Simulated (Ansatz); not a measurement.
# NiO: how far a computed U hangs on its recipe, part 2 of 2

Linear response gives U from how a shell's filling answers a small shift of its potential. The runs below do this for NiO.

functionals named at each step; plane waves, collinear spin, no spin–orbit coupling.

So far, computed U (eV): step 3 (PBE, one cell) 7.04; step 4 (PBE, q-mesh 3×3×3) 6.82.

### Step 6. PBE, shifted q-mesh 3×3×3

Level of this step: PBE with U on Ni d by linear response (Ansatz).

A mesh of wavevectors stands for a supercell in which the shifted site is farther from its images; shifted off q = 0, it leaves out the wavevector at which all images move together.

input.yaml reads:

```yaml
crystal:
  lattice:
    - [0.0, 2.085901641, 2.085901641]
    - [2.085901641, 0.0, 2.085901641]
    - [4.171803282, 4.171803282, 0.0]
  atoms:
    - { symbol: Ni, position: [0.0, 0.0, 0.0], spin: 1.8 }
    - { symbol: Ni, position: [0.0, 0.0, 0.5], spin: -1.8 }
    - { symbol: O, position: [0.5, 0.5, 0.25] }
    - { symbol: O, position: [0.5, 0.5, 0.75] }
magnetization:
  spin_polarized: true
kpoints:
  mp_grid: { grid: [12, 12, 6] }
hamiltonian:
  xc: pbe
  hubbard:
    sites: [{ species: Ni, l: d, u_eff: linear-response }]
    lr: { qmesh: [3, 3, 3], qmesh_shift: [0.5, 0.5, 0.5] }
scf:
  occupations: { method: fermi_dirac, width: 0.05 }
output:
  eigenvalues: true
```

Command:

```
$ ansatz run input.yaml --threads 2 --pin off --max-ram 5120MiB --backend cpu --events-out ev --progress --plain --runs-dir out
```

Numbers of over 12 decimals in the logs are rounded to 6 here.

Log:

```text
Ni: projections on atomic orbitals take those of the free atom [Ne] 3s2 3p6 3d8 4s2, of charge +0.00 (hamiltonian.pseudopotentials.projection_atoms); the dataset's partial waves leave at most 1.6e-6 of an orbital's norm unspanned inside its sphere
O: projections on atomic orbitals take those of the free atom [He] 2s2 2p4, of charge +0.00 (hamiltonian.pseudopotentials.projection_atoms); the dataset's partial waves leave at most 1.9e-8 of an orbital's norm unspanned inside its sphere
Engine: ansatz 0.2.0, aarch64-unknown-linux-gnu
Pseudopotentials: kind: paw
[...]
NSCF: frozen V_eff on 1728 k-points
DFPT response loops at q = (0.166667, -0.5, -0.5) (fractional): mixed as the last ones told, above
NSCF: frozen V_eff on 1728 k-points
DFPT response loops at q = (0.166667, -0.5, -0.166667) (fractional): mixed as the last ones told, above
NSCF: frozen V_eff on 1728 k-points
DFPT response loops at q = (0.166667, -0.166667, 0.166667) (fractional): mixed as the last ones told, above
```

Elapsed: 15 min, on 2 threads of Arm Neoverse V1, shared host; peak memory 2.7 GiB.

The run was stopped unfinished when the time set aside for it ran out, so what it printed is not taken as a result.

### Step 7. PBE, one cell, self-consistent

The one-shot value comes from a state without U, which may be far from the corrected one. Cycling feeds each U back until it stands.

input.yaml, the sections that differ from step 6:

```yaml
kpoints:
  mp_grid: { grid: [8, 8, 4] }
hamiltonian:
  xc: pbe
  hubbard:
    sites: [{ species: Ni, l: d, u_eff: self-consistent }]
    lr: { max_cycles: 12 }
# crystal, magnetization, scf, output: as in step 6
```

Log:

```text
[...]
LR-U cycle 1: input U_eff = [0.000, 0.000] eV
Crystal: 4 atoms, lattice volume = 36.303 Å³
Basis set: ecut = 420 eV, 683 PW (Γ)
Bands: 31, of which v1, the nominal top of the filled ones, is band 24 counted from 1 (23 counted from 0)
Symmetry: 12 space group operations
[...]
k-points: 35 of 256
[...]
Starting moments: Σ|m| = 3.6 μB on 2 of 4 sites
[...]
k-point 1 ↑: bands = [... 20 lower, 11.6769, 11.6769, 12.8289, 12.8289, 17.1535, 17.1535, 17.3385, 20.0738, ... 3 higher]
  k-point 2 ↑: bands = [... 20 lower, 11.5010, 11.5010, 13.1324, 13.1324, 17.0407, 17.0407, 19.0019, 19.1319, ... 3 higher]
  k-point 34 ↓: bands = [... 20 lower, 11.1794, 11.4460, 11.6978, 12.0814, 16.9880, 17.2470, 23.4460, 23.5975, ... 3 higher]
Occupation matrices written to <dir>
[key lines of the parts left out:]
SCF converged after 15 iterations
Magnetization: 0.0000 μB (24.0000 up, 24.0000 down)
Free energy (F): -12809.675872 eV
Fermi energy:    14.731827 eV
```

The job ended after 40 s (2 threads; peak memory 0.58 GiB).

U by cycle:

```tsv
cycle	U put in (eV)	largest change (eV)
1	0	7.0
2	7.04	1.4
3	5.63	0.15
4	5.78	0.017
5	5.76	0.0020
```

Bare and screened response, and U:

```tsv
site	electrons	χ₀ (1/eV)	χ (1/eV)	U (eV)
Ni1	8.291	-0.08815	-0.05843	5.76
Ni2	8.291	-0.08815	-0.05843	5.76
```

For Ni1 the on-site elements alone give 1/χ₀ − 1/χ = 5.77 eV, the inverses of the full matrices 5.72 eV, and the program reports 5.76 eV, after an interpolation towards a dense mesh that it makes on unshifted meshes and on single cells of several shells. The state, moments and gap printed next belong to the closing SCF at this U.

This step gave:

| Item | Value |
| --- | --- |
| magnetization | 0 μB |
| final state | antiferromagnetic |
| largest moment | 1.653 μB |

U on Ni is 5.76 eV here against 7.04 eV (-18 %) in the run that differs in self-consistency alone (PBE, one cell), at 3.0 times its CPU time. Both come from one cell, whose images are shifted too.

### Step 8. All values together

7 further runs (PBE, q-mesh 3×3×3, with V, PBE, q-mesh 3×3×3, with ligand U, PBE, q-mesh 3×3×3, all-electron-atomic projectors and PBE, q-mesh 3×3×3, atomic projectors) did not converge, ran out of time or were refused, and are not shown.

```tsv
run	k-mesh	state of the response	U(Ni) (eV)	largest moment at that U (μB)	CPU time
PBE, one cell	8×8×4	chosen order	7.04	1.69	26 s
PBE, q-mesh 3×3×3	9×9×9	chosen order	6.82	1.68	19 min
PBE, one cell, self-consistent	8×8×4	chosen order	5.76	1.65	78 s
```

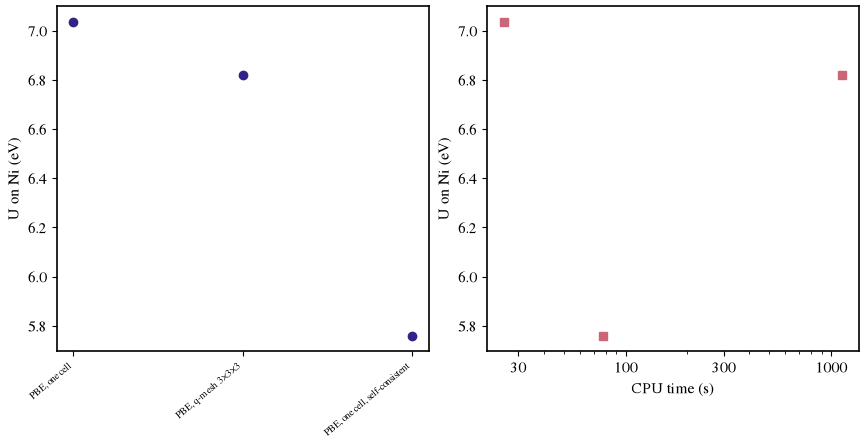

Computed U by run, and against cost.

### Step 9. Outcome

```yaml
u_ni_one_shot_value_on_the_finest_mesh: 6.82 eV
u_ni_self_consistent_one_cell: 5.76 eV
range_of_u_ni_over_these_recipes: 5.76 to 7.04 eV
```

What this shows: Linear response puts U for Ni in NiO at 6.8 eV (PBE, q-mesh 3×3×3), and the recipes tried spread from 5.8 to 7.0 eV. The cheapest one-shot value (PBE, one cell) is 7.04 eV and that on the finest mesh (PBE, q-mesh 3×3×3) 6.82 eV, +3 % apart, at 44 times the CPU time. Iterating U to self-consistency took 5 cycles and ends at 5.76 eV, against 7.04 eV in one shot on the same sampling. The magnetic states on which the responses were measured: chosen order; 3 starts finished among the 3 run to choose the order.

[Logs and program files are shortened in this print: banners, set-up blocks, solver, clock and traceback lines can be left out without a mark of their own.]

[Logs are printed without paths, hosts, clocks, repeated set-up lines and the standing remarks that a program may print on its own settings, such as how far it seeks lower states.]

[Hosts, paths, dates, database ids (printed as entryN), source tags and the programs' standing remarks are cut or masked in the printed files.]

[Where a cell is said to come from a database of computed structures, the database is the Materials Project.]
